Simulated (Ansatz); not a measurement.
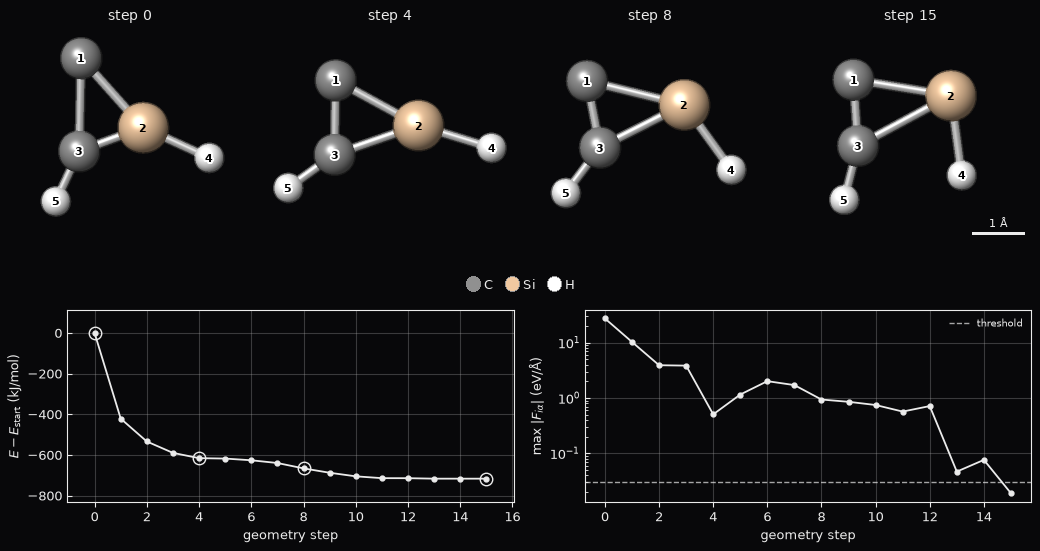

Frames of a relaxation of C2H2Si, marked on the history of the run. Style: ball-and-stick. Shown face on.

It is one of the separated reactants of a reaction.

All numbers below come from RKS PBE-D4/def2-SVP (Ansatz). Set-up: force threshold 0.03 eV/Å; at most 250 steps.

Describe the path.

Answer. Si2 moves most after the best rigid fit: 0.83 Å. Largest moves by element: Si 0.83 Å, H 0.64 Å, C 0.45 Å. Near-neighbour distances that change, for instance: Si2–C3 1.338 → 2.074 Å, C1–C3 1.820 → 1.293 Å, Si2–H4 1.420 → 1.571 Å, C1–Si2 1.819 → 1.936 Å. Among the angles between lasting bonds that change: C3–Si2–H4 135.3° → 69.2°, C1–Si2–H4 156.2° → 106.6°, Si2–C1–C3 43.2° → 77.1°. The energy falls by 716.1 kJ/mol in 15 geometry steps. The largest force component goes from 27 to 0.019 eV/Å. From step 0 to 4: H5 moves most (0.60 Å), energy −615.2 kJ/mol. From step 4 to 8: H4 moves most (0.57 Å), energy −50.3 kJ/mol. From step 8 to 15: H4 moves most (0.58 Å), energy −50.6 kJ/mol.

```tsv
step	E − E(0), kJ/mol	largest force component, eV/Å
0	0.00	27.3600
1	-420.93	10.3039
2	-533.27	3.9113
3	-589.25	3.8477
4	-615.20	0.5064
5	-617.26	1.1551
6	-625.63	2.0156
7	-639.12	1.7108
8	-665.49	0.9384
9	-687.02	0.8537
10	-704.54	0.7471
11	-713.58	0.5683
12	-713.73	0.7151
13	-716.05	0.0467
14	-716.08	0.0761
15	-716.09	0.0190
```
